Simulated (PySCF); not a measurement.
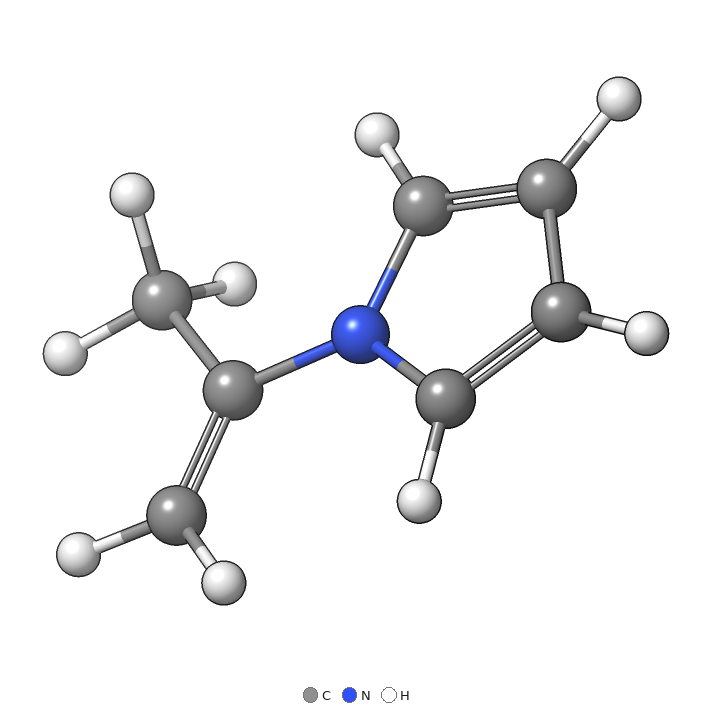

Computed geometry: GFN2-xTB optimisation. No frequency run is at hand to confirm it as a minimum.

Draw it as a skeletal formula.

SMILES: C=C(C)n1cccc1

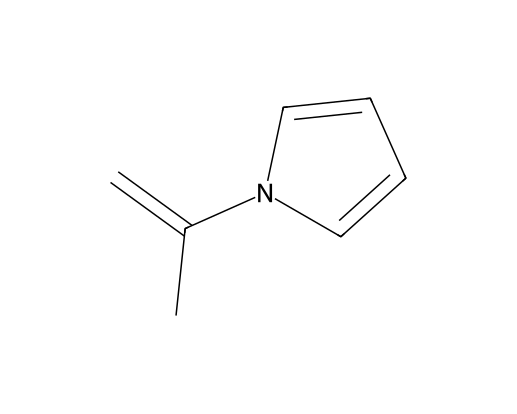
